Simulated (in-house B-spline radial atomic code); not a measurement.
# Gd: density, ELF and screening along the radius

Aim: the shell structure of Gd in the radial density, the electron localisation function and the screened nuclear charge, under several settings.

Method: several methods, spin-polarised, as named in each step; spherical all-electron atom at the radial basis limit. Code: in-house B-spline radial atomic code version 1.

## 1. Starting point

| Quantity | Value |
| --- | --- |
| element | gadolinium (Z = 64) |
| charge | 0 |
| electrons | 64 |
| configuration | [Xe] 4f7 5d1 6s2 |
| nucleus | point (non-relativistic runs) or finite (X2C runs) |

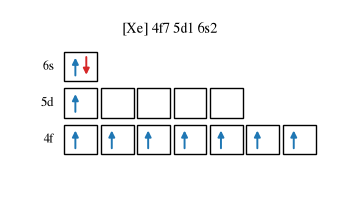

Outer shells as boxes.

Where spins are not typed, each open shell is filled with up spins first.

## 2. LDA (VWN5), non-rel.

Settings, as recorded:

```ini
Z = 64
electrons = 64.0
configuration = [Xe] 4f7 5d1 6s2
hamiltonian = nr
method = lda,vwn
spin_polarised = True
```

Started as:

```sh
python run_scf.py task.json out
```

The settings of every run stand in task.json; they run in order.

Results of the run (chosen fields of its result record, rounded):

```text
{
  "status": "converged",
  "scf [iteration, energy, orbital gradient]": [
    [1, -10774.4057038, 0.751],
    [2, -10781.6943388, 1.18],
    [3, -10815.6994255, 0.179],
    [4, -10816.838714, 0.0644],
    [5, -10816.9466979, 0.046],
    [6, -10817.0144494, 0.00555],
    [7, -10817.0150653, 0.00283],
    [8, -10817.0155872, 5.26e-05],
    [9, -10817.0155873, 1.67e-05],
    [10, -10817.0155873, 2.17e-06],
    [11, -10817.0155873, 2e-07]
  ],
  "energy [hartree]": {"total": -10817.0155873, "kinetic": 10812.4168512, "nuclear": -25672.4628208, "coulomb": 4275.69268078, "xc": -232.662298509},
  "orbitals [hartree, bohr; first row names the columns]": [
    ["name", "occ", "eps", "<r>", "<r^2>", "<1/r>", "r_max", "density_at_nucleus", "spin_orbit_zeta"],
    ["1s up", 1.0, -1728.5886, 0.023718, 0.00075194, 63.417, 0.015726, 81924.0, "-"],
    ["1s down", 1.0, -1728.5886, 0.023718, 0.00075194, 63.417, 0.015726, 81924.0, "-"],
    ["2s up", 1.0, -275.32723, 0.10097, 0.011957, 14.741, 0.086161, 8833.0, "-"],
    ["2s down", 1.0, -275.32007, 0.10097, 0.011956, 14.742, 0.08616, 8833.6, "-"],
    ["2p up", 3.0, -262.04495, 0.085608, 0.0088887, 14.772, 0.067031, "-", 14.735],
    ["2p down", 3.0, -262.04043, 0.085605, 0.008888, 14.772, 0.067031, "-", 14.736],
    ["3s up", 1.0, -60.782512, 0.26095, 0.077589, 5.552, 0.24014, 1861.3, "-"],
    ["3s down", 1.0, -60.658334, 0.2607, 0.077442, 5.5585, 0.24, 1865.9, "-"],
    ["3p up", 3.0, -54.85022, 0.25062, 0.072613, 5.4951, 0.22734, "-", 2.982],
    ["3p down", 3.0, -54.736226, 0.25034, 0.072454, 5.5016, 0.2272, "-", 2.9898],
    ["3d up", 5.0, -43.753965, 0.2224, 0.058024, 5.3966, 0.18129, "-", 0.44921],
    ["3d down", 5.0, -43.669176, 0.22209, 0.057849, 5.4027, 0.18115, "-", 0.45044],
    ["4s up", 1.0, -12.060814, 0.58798, 0.38989, 2.3737, 0.54756, 440.38, "-"],
    ["4s down", 1.0, -11.833328, 0.58838, 0.39046, 2.3712, 0.54748, 439.19, "-"],
    ["4p up", 3.0, -9.7438828, 0.60155, 0.41129, 2.2813, 0.55274, "-", 0.66089],
    ["4p down", 3.0, -9.5180947, 0.60215, 0.4122, 2.2783, 0.55267, "-", 0.65864],
    ["4d up", 5.0, -5.6052077, 0.63614, 0.46904, 2.0773, 0.55955, "-", 0.083131],
    ["4d down", 5.0, -5.3832557, 0.63775, 0.47178, 2.0722, 0.55961, "-", 0.082635],
    ["5s up", 1.0, -1.6469787, 1.414, 2.2493, 0.93047, 1.2679, 75.001, "-"],
    ["5s down", 1.0, -1.5419694, 1.4361, 2.3215, 0.91345, 1.2817, 71.525, "-"],
    ["5p up", 3.0, -1.0111726, 1.5888, 2.8677, 0.82198, 1.3818, "-", 0.09249],
    ["5p down", 3.0, -0.9236692, 1.6231, 2.9969, 0.80217, 1.4029, "-", 0.086761],
    ["4f up", 7.0, -0.55772047, 0.81479, 0.85247, 1.585, 0.55379, "-", 0.0086054],
    ["5d up", 1.0, -0.14361985, 2.584, 8.1125, 0.5122, 1.8897, "-", 0.0046957],
    ["6s up", 1.0, -0.15052678, 4.126, 19.309, 0.30407, 3.5182, 7.189, "-"],
    ["6s down", 1.0, -0.13359847, 4.3235, 21.235, 0.28944, 3.6689, 6.3058, "-"]
  ],
  "sum_r [bohr^k]": {"-1": 401.1322, "1": 45.38966, "2": 85.99177},
  "density_at_nucleus [bohr^-3]": 186281.8,
  "spin_density_at_nucleus [bohr^-3]": 0.4023802,
  "mass_velocity [hartree]": -1396.71,
  "darwin [hartree]": 997.2429,
  "radius_at_0.001 [bohr]": 5.312,
  "radius_enclosing_fraction [bohr]": {"0.5": 0.4382, "0.9": 1.618, "0.99": 4.86},
  "slater [hartree]": {
    "F0(5d up,5d up)": 0.35381,
    "F2(5d up,5d up)": 0.17613,
    "F4(5d up,5d up)": 0.11377,
    "F0(5d up,6s up)": 0.25555,
    "G2(5d up,6s up)": 0.070083,
    "F0(5d up,6s down)": 0.24653,
    "F0(6s up,6s up)": 0.21867,
    "F0(6s up,6s down)": 0.2135,
    "F0(6s down,6s down)": 0.20873
  }
}
```

Wall time 0.51 s (1 thread, shared host).

radius_at_0.001 is where the density falls to 0.001 electrons per bohr³.

The record's radial tables, every 2nd point:

```csv
r (bohr),4πr²n (1/bohr),ELF,screened charge r·V (e),reduced gradient s,4πr²(n↑−n↓)
0.00491,30.14,0.9982,62.06,0.4442,0.00006
0.00777,52.50,0.9951,61.00,0.4971,0.00009
0.0123,74.77,0.9772,59.42,0.5833,0.00008
0.0195,80.90,0.8201,57.15,0.6890,-0.0001088
0.0308,73.38,0.3613,54.01,0.5867,-0.0004592
0.0487,90.25,0.5058,49.65,0.2780,0.0002153
0.0771,110.0,0.7181,43.94,0.3996,0.01190
0.122,86.75,0.3635,37.06,0.3899,0.1340
0.193,97.82,0.6840,29.16,0.2818,1.020
0.306,53.94,0.3789,21.30,0.6000,4.358
0.484,48.68,0.6242,13.65,0.1898,8.624
0.766,29.41,0.5552,7.477,0.6084,7.138
1.21,11.34,0.4137,3.720,0.4928,3.031
1.92,4.728,0.5618,1.532,0.9141,0.8161
3.03,1.144,0.1504,0.5769,1.011,0.2832
4.80,0.4854,0.7767,0.1198,1.342,0.04099
7.60,0.05828,0.7431,0.006834,4.315,-0.004775
12.0,0.0008006,0.04310,0.00005,25.26,-0.0001966
```

## 3. PBE, non-rel.

Settings, as recorded:

```ini
Z = 64
electrons = 64.0
configuration = [Xe] 4f7 5d1 6s2
hamiltonian = nr
method = pbe,pbe
spin_polarised = True
```

Results of the run:

```text
{
  "status": "converged",
  "iterations": 11,
  "energy [hartree]": {"total": -10823.5763814, "kinetic": 10820.3570726, "nuclear": -25680.4870311, "coulomb": 4275.83597212, "xc": -239.282395018},
  "orbitals [hartree, bohr; first row names the columns]": [
    ["name", "occ", "eps", "<r>"],
    ["1s up", 1.0, -1730.0975, 0.023703],
    ["1s down", 1.0, -1730.0975, 0.023703],
    ["2s up", 1.0, -275.51617, 0.10091],
    ["2s down", 1.0, -275.51172, 0.10091],
    ["2p up", 3.0, -262.12244, 0.085586],
    ["2p down", 3.0, -262.11975, 0.085583],
    ["3s up", 1.0, -60.831674, 0.26066],
    ["3s down", 1.0, -60.709545, 0.26038],
    ["3p up", 3.0, -54.867674, 0.25043],
    ["3p down", 3.0, -54.756403, 0.25012],
    ["3d up", 5.0, -43.751654, 0.22231],
    ["3d down", 5.0, -43.671101, 0.22198],
    ["4s up", 1.0, -12.096677, 0.58743],
    ["4s down", 1.0, -11.864722, 0.58769],
    ["4p up", 3.0, -9.7657653, 0.60117],
    ["4p down", 3.0, -9.5345067, 0.60159],
    ["4d up", 5.0, -5.6116315, 0.63591],
    ["4d down", 5.0, -5.3819689, 0.63728],
    ["5s up", 1.0, -1.644643, 1.4144],
    ["5s down", 1.0, -1.5357411, 1.4382],
    ["5p up", 3.0, -1.0079754, 1.5876],
    ["5p down", 3.0, -0.91814802, 1.6232],
    ["4f up", 7.0, -0.55204665, 0.815],
    ["5d up", 1.0, -0.1378475, 2.5919],
    ["6s up", 1.0, -0.14577608, 4.1739],
    ["6s down", 1.0, -0.12878888, 4.3754]
  ],
  "sum_r [bohr^k]": {"-1": 401.2576, "1": 45.48763, "2": 86.98486}
}
```

Wall time 0.28 s (1 thread, shared host).

The record's radial tables, every 4th point:

```csv
r (bohr),4πr²n (1/bohr),ELF,screened charge r·V (e),reduced gradient s,4πr²(n↑−n↓)
0.00492,30.27,0.9982,62.06,0.4445,0.0001041
0.0123,74.84,0.9772,59.42,0.5836,0.0001688
0.0310,73.33,0.3572,53.96,0.5820,-0.0004070
0.0776,109.9,0.7165,43.85,0.4028,0.01134
0.195,97.90,0.6917,28.98,0.2877,1.052
0.488,48.95,0.6360,13.52,0.1925,8.657
1.22,11.22,0.4226,3.674,0.4869,2.976
3.07,1.088,0.1454,0.5717,0.9961,0.2702
7.69,0.05716,0.7385,0.006995,4.266,-0.004577
```

## 4. Hartree-Fock, non-rel.

Settings, as recorded:

```ini
Z = 64
electrons = 64.0
configuration = [Xe] 4f7 5d1 6s2
hamiltonian = nr
method = hf
spin_polarised = True
```

Results of the run:

```text
{
  "status": "converged",
  "iterations": 13,
  "energy [hartree]": {"total": -10820.6670512, "kinetic": 10820.6670435, "nuclear": -25682.0105854, "coulomb": 4277.02882002, "exact_exchange": -236.352329365},
  "orbitals [hartree, bohr; first row names the columns]": [
    ["name", "occ", "eps", "<r>"],
    ["1s up", 1.0, -1747.335, 0.023701],
    ["1s down", 1.0, -1747.3354, 0.023701],
    ["2s up", 1.0, -282.63615, 0.10082],
    ["2s down", 1.0, -282.62741, 0.10082],
    ["2p up", 3.0, -268.411, 0.085639],
    ["2p down", 3.0, -268.40543, 0.085633],
    ["3s up", 1.0, -64.204955, 0.25978],
    ["3s down", 1.0, -63.993835, 0.25928],
    ["3p up", 3.0, -57.824698, 0.24997],
    ["3p down", 3.0, -57.604551, 0.24935],
    ["3d up", 5.0, -46.084028, 0.22233],
    ["3d down", 5.0, -45.860189, 0.22138],
    ["4s up", 1.0, -13.763259, 0.58617],
    ["4s down", 1.0, -13.299068, 0.58612],
    ["4p up", 3.0, -11.210668, 0.60082],
    ["4p down", 3.0, -10.696801, 0.601],
    ["4d up", 5.0, -6.6691937, 0.63731],
    ["4d down", 5.0, -5.9991966, 0.6393],
    ["5s up", 1.0, -2.0887489, 1.4293],
    ["5s down", 1.0, -1.9277144, 1.4567],
    ["5p up", 3.0, -1.2879169, 1.5999],
    ["5p down", 3.0, -1.1389832, 1.6412],
    ["4f up", 7.0, -1.0458849, 0.78879],
    ["5d up", 1.0, -0.28669339, 2.4623],
    ["6s up", 1.0, -0.19504872, 4.4269],
    ["6s down", 1.0, -0.17287375, 4.7432]
  ],
  "sum_r [bohr^k]": {"-1": 401.2814, "1": 45.92257, "2": 92.32258}
}
```

Run time: 0.53 s. Hardware: 1 thread, shared host.

Fields along the radius, from the same record (one point in 4):

```csv
r (bohr),4πr²n (1/bohr),ELF,screened charge r·V (e),reduced gradient s,4πr²(n↑−n↓)
0.00503,31.20,0.9981,62.02,0.4462,0.00001
0.0127,76.00,0.9742,59.28,0.5909,-0.0001580
0.0320,73.27,0.3416,53.70,0.5574,-0.002236
0.0809,108.8,0.7018,43.27,0.4216,0.003629
0.204,97.33,0.7181,28.17,0.3174,1.238
0.515,50.10,0.6938,12.64,0.2274,9.159
1.30,10.24,0.4895,3.305,0.4943,2.444
3.28,0.8910,0.1407,0.5386,0.9759,0.2272
8.29,0.05238,0.9367,0.007140,4.191,-0.01001
```

## 5. AM05, non-rel.

Settings: those of step 4 with these lines changed.

```diff
@@ -4,3 +4,3 @@
 hamiltonian = nr
-method = hf
+method = am05
 spin_polarised = True
```

Results of the run:

```text
{
  "status": "converged",
  "iterations": 12,
  "energy [hartree]": {"total": -10817.1839969, "kinetic": 10812.8957768, "nuclear": -25672.7310904, "coulomb": 4275.48458824, "xc": -232.833271562},
  "orbitals [hartree, bohr; first row names the columns]": [
    ["name", "occ", "eps", "<r>"],
    ["1s up", 1.0, -1728.689, 0.023715],
    ["1s down", 1.0, -1728.6889, 0.023715],
    ["2s up", 1.0, -275.34214, 0.10096],
    ["2s down", 1.0, -275.33549, 0.10096],
    ["2p up", 3.0, -262.01925, 0.085613],
    ["2p down", 3.0, -262.01509, 0.08561],
    ["3s up", 1.0, -60.786439, 0.2609],
    ["3s down", 1.0, -60.660434, 0.26063],
    ["3p up", 3.0, -54.844384, 0.2506],
    ["3p down", 3.0, -54.729302, 0.2503],
    ["3d up", 5.0, -43.748976, 0.22239],
    ["3d down", 5.0, -43.664451, 0.22206],
    ["4s up", 1.0, -12.065628, 0.58791],
    ["4s down", 1.0, -11.837678, 0.58815],
    ["4p up", 3.0, -9.7452565, 0.60153],
    ["4p down", 3.0, -9.5178859, 0.60194],
    ["4d up", 5.0, -5.6046933, 0.63613],
    ["4d down", 5.0, -5.3785032, 0.63745],
    ["5s up", 1.0, -1.6455562, 1.4137],
    ["5s down", 1.0, -1.5358762, 1.4374],
    ["5p up", 3.0, -1.0091549, 1.5868],
    ["5p down", 3.0, -0.91846158, 1.6214],
    ["4f up", 7.0, -0.55524469, 0.81471],
    ["5d up", 1.0, -0.13847671, 2.5795],
    ["6s up", 1.0, -0.144836, 4.1451],
    ["6s down", 1.0, -0.12660291, 4.3947]
  ],
  "sum_r [bohr^k]": {"-1": 401.1364, "1": 45.46173, "2": 86.77021}
}
```

Run time: 0.31 s. Hardware: 1 thread, shared host.

Fields along the radius, from the same record (one point in 4):

```csv
r (bohr),4πr²n (1/bohr),ELF,screened charge r·V (e),reduced gradient s,4πr²(n↑−n↓)
0.00493,30.31,0.9982,62.06,0.4446,0.0001352
0.0124,75.08,0.9765,59.38,0.5853,0.0002229
0.0310,73.34,0.3576,53.96,0.5820,-0.0004689
0.0778,109.8,0.7155,43.81,0.4037,0.01180
0.195,97.81,0.6911,28.98,0.2879,1.056
0.489,48.95,0.6378,13.48,0.1956,8.663
1.23,11.13,0.4330,3.617,0.4880,2.923
3.08,1.081,0.1476,0.5645,0.9925,0.2801
7.72,0.05484,0.7513,0.006677,4.377,-0.006247
```

## 6. PBEsol, non-rel.

Settings: those of step 5 with these lines changed.

```diff
@@ -4,3 +4,3 @@
 hamiltonian = nr
-method = am05
+method = pbesol
 spin_polarised = True
```

Results of the run:

```text
{
  "status": "converged",
  "iterations": 11,
  "energy [hartree]": {"total": -10820.1463646, "kinetic": 10816.6015819, "nuclear": -25676.4499962, "coulomb": 4275.51914458, "xc": -235.817094855},
  "orbitals [hartree, bohr; first row names the columns]": [
    ["name", "occ", "eps", "<r>"],
    ["1s up", 1.0, -1729.4277, 0.023709],
    ["1s down", 1.0, -1729.4278, 0.023709],
    ["2s up", 1.0, -275.42599, 0.10094],
    ["2s down", 1.0, -275.4205, 0.10093],
    ["2p up", 3.0, -262.06737, 0.085598],
    ["2p down", 3.0, -262.06398, 0.085596],
    ["3s up", 1.0, -60.808582, 0.26078],
    ["3s down", 1.0, -60.684851, 0.26051],
    ["3p up", 3.0, -54.855068, 0.25051],
    ["3p down", 3.0, -54.742107, 0.25022],
    ["3d up", 5.0, -43.747327, 0.22236],
    ["3d down", 5.0, -43.664832, 0.22203],
    ["4s up", 1.0, -12.08034, 0.58768],
    ["4s down", 1.0, -11.849872, 0.58795],
    ["4p up", 3.0, -9.7546133, 0.60137],
    ["4p down", 3.0, -9.524985, 0.60181],
    ["4d up", 5.0, -5.6070958, 0.63607],
    ["4d down", 5.0, -5.3793573, 0.63746],
    ["5s up", 1.0, -1.645086, 1.4142],
    ["5s down", 1.0, -1.5365205, 1.4376],
    ["5p up", 3.0, -1.0086321, 1.5879],
    ["5p down", 3.0, -0.91877485, 1.6226],
    ["4f up", 7.0, -0.55324888, 0.81508],
    ["5d up", 1.0, -0.13918123, 2.5882],
    ["6s up", 1.0, -0.14678341, 4.1481],
    ["6s down", 1.0, -0.12918914, 4.364]
  ],
  "sum_r [bohr^k]": {"-1": 401.1945, "1": 45.4502, "2": 86.54701}
}
```

Run time: 0.28 s. Hardware: 1 thread, shared host.

The record's radial tables, every 4th point:

```csv
r (bohr),4πr²n (1/bohr),ELF,screened charge r·V (e),reduced gradient s,4πr²(n↑−n↓)
0.00492,30.25,0.9982,62.06,0.4444,0.0001069
0.0123,74.81,0.9772,59.42,0.5835,0.0001672
0.0309,73.35,0.3591,53.98,0.5844,-0.0004906
0.0775,109.9,0.7168,43.87,0.4021,0.01138
0.194,97.87,0.6880,29.07,0.2846,1.034
0.487,48.87,0.6329,13.55,0.1922,8.644
1.22,11.23,0.4229,3.672,0.4885,2.977
3.06,1.100,0.1462,0.5719,0.9982,0.2778
7.67,0.05556,0.7335,0.006684,4.379,-0.005025
```

## 7. The runs side by side

| run | total energy (hartree) | highest level (eV) | radius holding 50 / 90 / 99 % (bohr) | radius at n = 0.001 (bohr) | ELF minima on the full grid (bohr) |
| --- | --- | --- | --- | --- | --- |
| LDA (VWN5), non-rel. | -10817.0156 | -3.635 | 0.438 / 1.62 / 4.86 | 5.31 | 0.039, 0.12, 0.39, 0.96, 3.0 |
| PBE, non-rel. | -10823.5764 | -3.505 | 0.438 / 1.62 / 4.91 | 5.34 | 0.039, 0.12, 0.39, 0.97, 3.1 |
| Hartree-Fock, non-rel. | -10820.6671 | -4.704 | 0.439 / 1.62 / 5.19 | 5.41 | 0.032, 0.13, 0.32, 1.0, 3.3 |
| AM05, non-rel. | -10817.1840 | -3.445 | 0.438 / 1.62 / 4.90 | 5.33 | 0.039, 0.12, 0.39, 0.97, 3.1 |
| PBEsol, non-rel. | -10820.1464 | -3.515 | 0.438 / 1.62 / 4.89 | 5.34 | 0.039, 0.12, 0.39, 0.97, 3.1 |

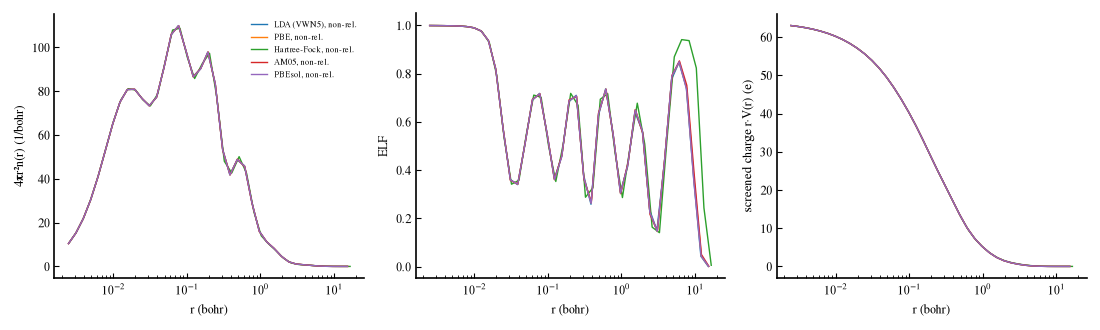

Radial density, ELF and screened nuclear charge of all runs.

What this shows: In the first run ELF has 5 minima on the grid, which mark the borders between shells. On the record's full grid the screened charge (r times the electrostatic potential) falls from 63.9 near the nucleus to 0.00 at 15 bohr; far out it tends to the net charge, 0. The radius that holds 99 % of the electrons runs from 4.86 bohr (LDA (VWN5), non-rel.) to 5.19 bohr (Hartree-Fock, non-rel.). The grid is coarse (about 26 % a step), so the places of minima are rough.

Members of this set that are not shown: 1 did not converge; 3 used exact exchange with fractional occupations of an open shell, which is unsound here.
